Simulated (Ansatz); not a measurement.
# AlH3 (SMILES [AlH3]) at MP2/def2-TZVPPD

Aim: the vertical singlet–triplet gap of AlH3 at MP2/def2-TZVPPD, from 2 runs. 

Program for the calculation: Ansatz 0.2.0.

35 further runs of the same task are left out: 1 that didn't finish, 34 set aside as unsound or not needed.

## Step 1: The molecule

AlH3 has 4 atoms, charge 0, and is taken as a singlet. As SMILES, `[AlH3]`. The shape is that of a PBE0-D4/def2-TZVP optimisation.

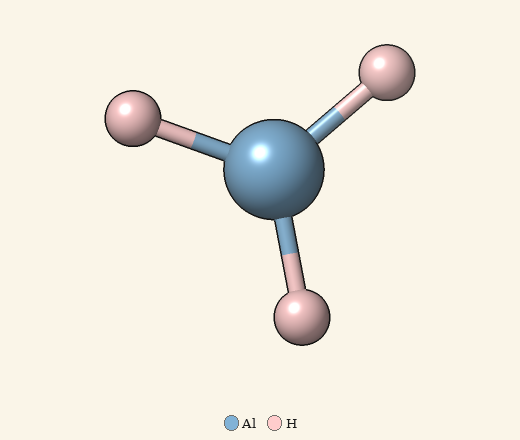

The structure, seen from a chosen angle (aluminium light blue, hydrogen pink).

## Step 2: A single-point energy at MP2/def2-TZVPPD

The input, run.yaml:

```yaml
crystal:
  periodic: [false, false, false]
  atoms:
    - {symbol: Al, position_ang: [0.013700, -0.014800, -0.005100]}
    - {symbol: H, position_ang: [0.633200, 0.670900, 1.283600]}
    - {symbol: H, position_ang: [-1.340800, -0.832000, 0.105100]}
    - {symbol: H, position_ang: [0.749400, 0.115700, -1.403900]}
basis:
  gaussian:
    orbitals: def2-TZVPPD.json
correlation:
  method: mp2
  frozen_orbitals: {Al: 5, H: 0}
accuracy: high
```

The basis set def2-TZVPPD is read from a file made from the Basis Set Exchange's data (not shown).

Run with:

```
$ ansatz run run.yaml --threads 1 --pin off --max-ram 3480MiB --events-out events.jsonl --progress --plain --runs-dir runs
```

Log:

```text
Warning: RAYON_NUM_THREADS=1 ignored (pool sized by the plan → 1); use --threads N
Functional definition: HF
  name "HF"
  exchange = exact_x
  correlation = 0
1496 factors; integrals over basis functions are off by at most 3.3e-9 eV
mean field evaluation 1: about -6629.3887 eV, gradient 8.8e0 eV
mean field evaluation 2: about -6629.3888 eV, gradient 8.8e0 eV
mean field evaluation 4: about -6629.8346 eV, gradient 4.5e-1 eV
mean field evaluation 8: about -6629.8350 eV, gradient 4.2e-5 eV
mean field -6629.83504055 eV, -243.6419438767 hartree, gradient 5.8e-8 eV, S^2 0.000000; 0 other end points of the search recorded, 0 dependent functions left out
5 core orbitals not correlated: weight in the atoms' cores, before any rotation towards them, 1.000 or more for the frozen orbitals, at most 0.000 for the correlated occupied ones
reference -6629.83504055 eV, -243.6419438767 hartree; 3, 3 occupied and 91, 91 virtual orbitals, 1496 factors
second order -2.57072233 eV of doubles, -0.00000000 eV of singles
Total energy: -6632.40576288 eV, -243.7364161797 hartree
```

Run time: 1.6 s. Hardware: 1 thread of Arm Neoverse V1, shared host; peak memory 0.18 GiB.

## Step 3: The triplet at the same level

The input, run.yaml:

```yaml
crystal:
  periodic: [false, false, false]
  atoms:
    - symbol: Al
      position_ang: [0.013700, -0.014800, -0.005100]
    - symbol: H
      position_ang: [0.633200, 0.670900, 1.283600]
    - symbol: H
      position_ang: [-1.340800, -0.832000, 0.105100]
    - symbol: H
      position_ang: [0.749400, 0.115700, -1.403900]
basis:
  gaussian:
    orbitals: def2-TZVPPD.json
magnetization:
  spin_polarized: true
  initial_magnetization: 2
correlation:
  method: mp2
  frozen_orbitals: {Al: 5, H: 0}
accuracy: high
```

The basis set def2-TZVPPD is read from a file made from the Basis Set Exchange's data (not shown).

Run with:

```
$ ansatz run run.yaml --threads 1 --pin off --max-ram 3480MiB --events-out events.jsonl --progress --plain --runs-dir runs
```

Log:

```text
Warning: RAYON_NUM_THREADS=1 ignored (pool sized by the plan → 1); use --threads N
[... 4 set-up lines as earlier in the session ...]
1496 factors; integrals over basis functions are off by at most 3.3e-9 eV
mean field evaluation 1: about -6623.6437 eV, gradient 8.2e0 eV
mean field evaluation 2: about -6623.6452 eV, gradient 8.2e0 eV
mean field evaluation 4: about -6624.6314 eV, gradient 1.6e0 eV
mean field evaluation 8: about -6624.7922 eV, gradient 2.7e-1 eV
mean field evaluation 16: about -6624.8025 eV, gradient 3.8e-8 eV
mean field evaluation 32: about -6624.8022 eV, gradient 7.6e-5 eV
mean field -6624.80248127 eV, -243.4570007344 hartree, gradient 3.8e-8 eV, S^2 2.006032; 4 other end points of the search recorded, 0 dependent functions left out
5 core orbitals not correlated: weight in the atoms' cores, before any rotation towards them, 1.000 or more for the frozen orbitals, at most 0.000 for the correlated occupied ones
reference -6624.80248127 eV, -243.4570007344 hartree; 4, 2 occupied and 90, 92 virtual orbitals, 1496 factors
second order -2.24406547 eV of doubles, -0.00000000 eV of singles
Total energy: -6627.04654675 eV, -243.5394686195 hartree
```

It took 4.2 s on 1 thread of Arm Neoverse V1, shared host; peak memory 0.2 GiB.

## Step 4: Summary of results

At MP2/def2-TZVPPD, 5 core orbitals frozen:

| quantity | value |
| --- | --- |
| singlet: total energy | -243.73642 Eh |
| singlet: correlation energy (5 core orbitals frozen) | -94.5 mEh |
| triplet: total energy | -243.53947 Eh |
| triplet: correlation energy (5 core orbitals frozen) | -82.5 mEh |
| triplet: ⟨S²⟩ of the reference determinant | 2.006 |
| vertical energy of the triplet above the singlet | 5.359 eV |

In words: At this shape the triplet lies 5.36 eV (124 kcal/mol) above the singlet.
